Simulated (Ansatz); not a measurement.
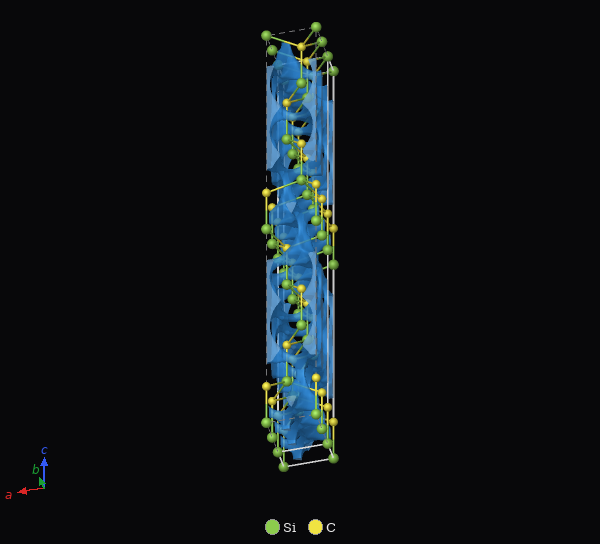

The blue surface encloses the points that the centre of a probe sphere of radius 0.50 Å can occupy in SiC in space group P6_3mc, computed on a grid of about 0.13 Å (1×3×1 cells shown, view from a free direction; pale faces close the region where the box cuts it).

Hard-sphere model; covalent radii (Cordero): Si 1.11 Å, C 0.76 Å.

Origin of the cell: coordinates from a relaxation with DFT, PBE, plane waves, PAW (Ansatz).

```yaml
crystal:
  lattice:
    - [3.09547, 0.00000, 0.00000]
    - [-1.54774, 2.68076, 0.00000]
    - [0.00000, 0.00000, 20.24390]
  atoms:
    - { symbol: Si, position: [0.33333, 0.66667, 0.87518] }
    - { symbol: Si, position: [0.33333, 0.66667, 0.62500] }
    - { symbol: Si, position: [0.00000, 0.00000, 0.00009] }
    - { symbol: Si, position: [0.66667, 0.33333, 0.75011] }
    - { symbol: Si, position: [0.66667, 0.33333, 0.37518] }
    - { symbol: Si, position: [0.33333, 0.66667, 0.25011] }
    - { symbol: Si, position: [0.00000, 0.00000, 0.50009] }
    - { symbol: Si, position: [0.66667, 0.33333, 0.12500] }
    - { symbol: C, position: [0.33333, 0.66667, 0.34412] }
    - { symbol: C, position: [0.66667, 0.33333, 0.21873] }
    - { symbol: C, position: [0.66667, 0.33333, 0.84412] }
    - { symbol: C, position: [0.00000, 0.00000, 0.59386] }
    - { symbol: C, position: [0.33333, 0.66667, 0.96892] }
    - { symbol: C, position: [0.00000, 0.00000, 0.09386] }
    - { symbol: C, position: [0.33333, 0.66667, 0.71873] }
    - { symbol: C, position: [0.66667, 0.33333, 0.46892] }
```

Question: Is the space open to the probe made of pockets or channels?

Answer: Where they connect, they form a three-dimensional network.

Question: What share of the cell can the probe's centre reach?

Answer: About 12 % of the volume (21 Å³ of 168.0 Å³).

Question: Give the largest included and the largest free sphere.

Answer: The largest sphere that fits anywhere has a diameter of 2.16 Å; the largest that can travel through the crystal, about 1.4 Å.

Question: How does the connectivity change as the probe shrinks?

Answer: Below a radius of about 0.68 Å the space forms a three-dimensional network. These are grid estimates, good to about 0.05 Å.
